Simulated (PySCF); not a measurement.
C5H13GaO2, SMILES CC[O][Ga]([CH2]C)[O]C at its GFN2-xTB optimised geometry (Å):

```
21

Ga    -0.2762    -0.4944     0.0000
C     -1.0897     1.4022     0.0000
C     -0.0300     2.4882     0.0539
H     -1.7637     1.4603     0.8587
H     -1.7002     1.4880    -0.9026
H      0.6417     2.4134    -0.7987
H      0.5679     2.3995     0.9585
H     -0.5006     3.4723     0.0418
O     -1.1200    -2.0508    -0.0085
C     -2.3864    -2.6669    -0.0092
H     -2.4745    -3.3025    -0.8950
H     -2.4835    -3.2886     0.8855
H     -3.2028    -1.9396    -0.0191
O      1.4736    -0.4944     0.0000
C      2.5788    -1.3678     0.0118
C      2.1741    -2.8329     0.0869
H      3.1629    -1.1889    -0.9007
H      3.2028    -1.1083     0.8777
H      1.5493    -3.0783    -0.7711
H      3.0541    -3.4723     0.0951
H      1.5906    -3.0000     0.9918
```

Calculation: PBE0/def2-SVP (PySCF 2.14.0).

Map of the deformation density (molecule minus spherical neutral atoms) (e/bohr³) on the plane z = 0.6 Å:

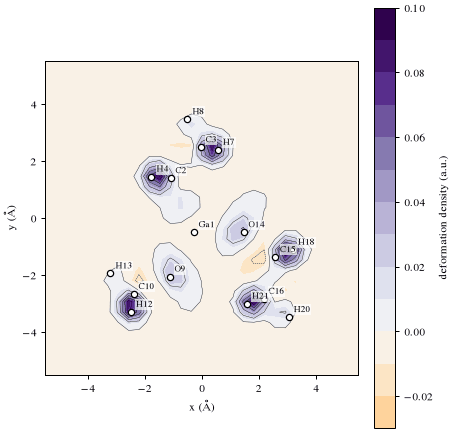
*Deformation density (molecule minus spherical neutral atoms) (e/bohr³) on the plane z = 0.6 Å.*
